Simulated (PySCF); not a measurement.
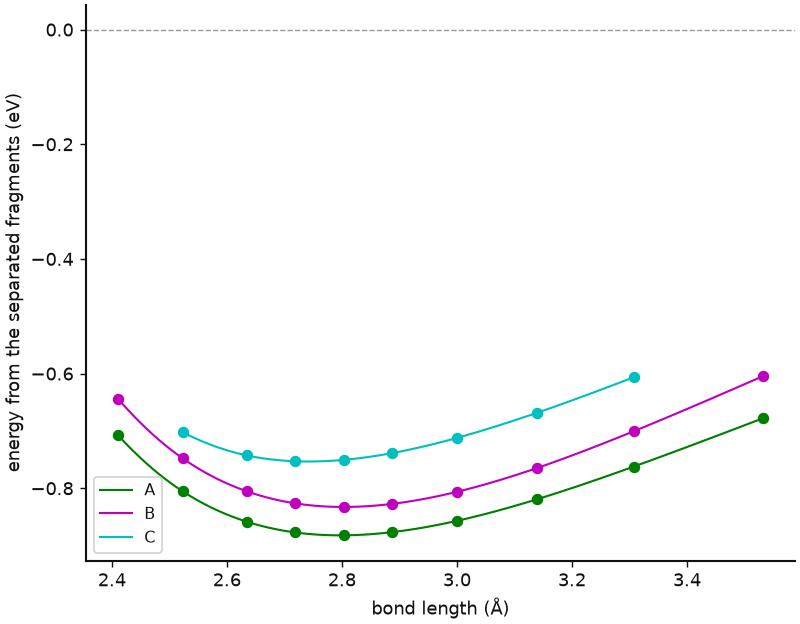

Bond curves of GaB⁺, doublet (excess alpha electrons: σ +1), cc-pVTZ(-PP) (ECP), PySCF 2.14.0: energy from the separated fragments (atoms in their ground configurations, no counterpoise). One reference determinant with the occupation held, the lowest that a PBE0 search over spins and occupations found; no spin-orbit coupling. Splines pass through the computed points, which are marked. References: UKS for PBE0 and wB97X; UHF for CCSD(T). The fragments are Ga⁺ + B.

### The curves are CCSD(T), PBE0 and wB97X. Which is which?

A: PBE0 (−0.76 eV at 3.31 Å); B: wB97X (−0.70 eV at 3.31 Å); C: CCSD(T) (−0.61 eV at 3.31 Å).

Limits of at least one run: lowest determinant of a PBE0 search, another state may lie lower.
